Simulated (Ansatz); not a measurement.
HgSb2O6: pressure series

Start from HgSb$_{2}$O$_{6}$ (space group P-31m, No. 162; a = 5.3088 Å, c = 4.8976 Å; a cell from a computed database, its experimental status unchecked).

Cell and atoms are relaxed at each pressure.

Method: PBEsol, PAW, 420 eV (Ansatz, a first-principles code; no SOC), earlier PAW set.

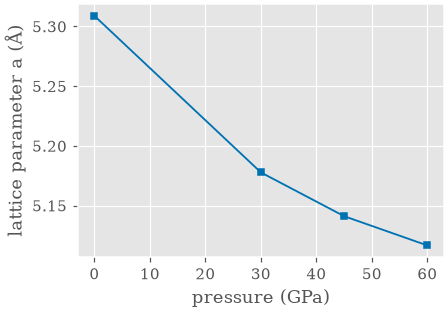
Fig. 1. Lattice parameter a against pressure

Problem. From the plot, what is the lattice parameter a for pressure 60 GPa?

Solution. About 5.12 Å.

Problem. Is the trend monotonic over the range shown?

Solution. Yes, it falls throughout, spanning 5.117 Å to 5.309 Å.

Load acts through the strain it causes; cell and atoms are relaxed under it. Whether these cells are dynamically stable was not tested. Competing high-pressure phases were not computed.
